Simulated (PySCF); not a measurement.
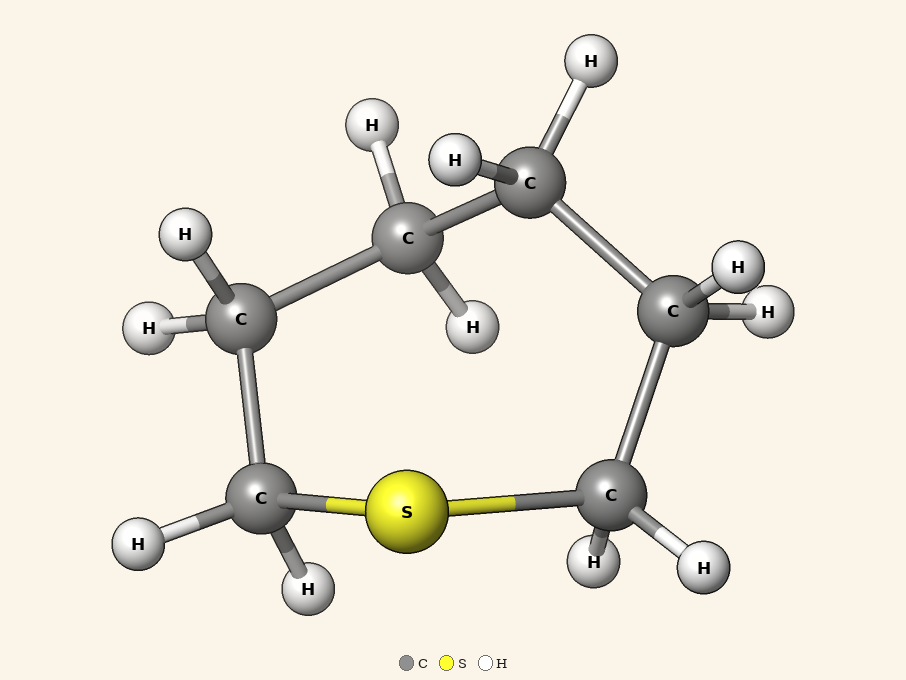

The computed structure is the end point of a GFN2-xTB optimisation. No frequency run is at hand to confirm it as a minimum. Properties computed with PBE0/pcSseg-1, gas phase (PySCF 2.14.0).

What is the LUMO energy (Kohn–Sham orbital)?

1.22 eV.

Give the HOMO energy (Kohn–Sham orbital) at this level.

−6.21 eV.

Give the dipole moment at this level.

1.79 D.
